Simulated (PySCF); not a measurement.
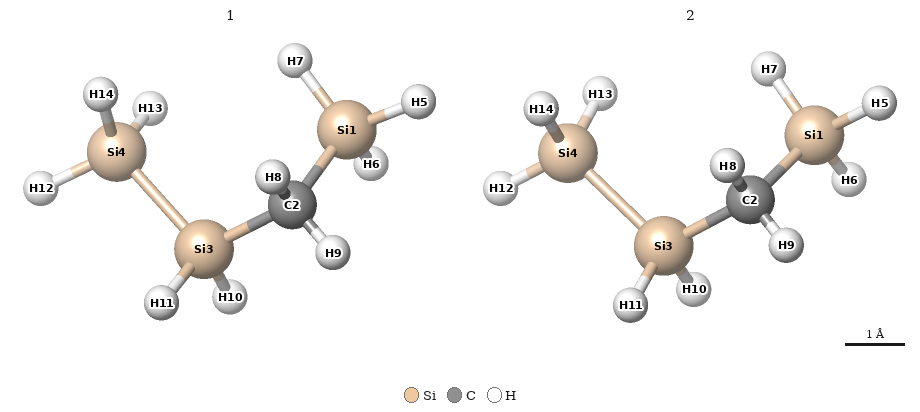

Two geometries of CH10Si3, drawn at one scale. One is the start of a relaxation, the other its converged end. The picture is a ball-and-stick view, seen at a tilt.

Method: PBE0-D3(BJ)/def2-SVP geometry optimisation, gas phase (PySCF). 

> Which of the two is the end point?

Structure 1 is the relaxed one. The start comes from GFN2-xTB. Its atoms were then displaced at random by about 0.01 Å. Over 11 geometry steps the energy falls by 15.6 kJ/mol. The largest move after the best rigid fit is that of H13, 0.46 Å. Largest moves by element: H 0.46 Å, Si 0.18 Å, C 0.10 Å. Some distances before and after: Si1–H6 1.437 → 1.495 Å, Si3–H11 1.461 → 1.498 Å, C2–H9 1.071 → 1.104 Å, Si1–H7 1.470 → 1.496 Å. Bond angles that change, for instance: Si4–Si3–H10 112.1° → 108.5°, H13–Si4–H14 104.8° → 108.4°, C2–Si1–H5 108.4° → 111.2°. Cost: 62 s on 1 thread of Arm Neoverse V1, with other jobs on the host.
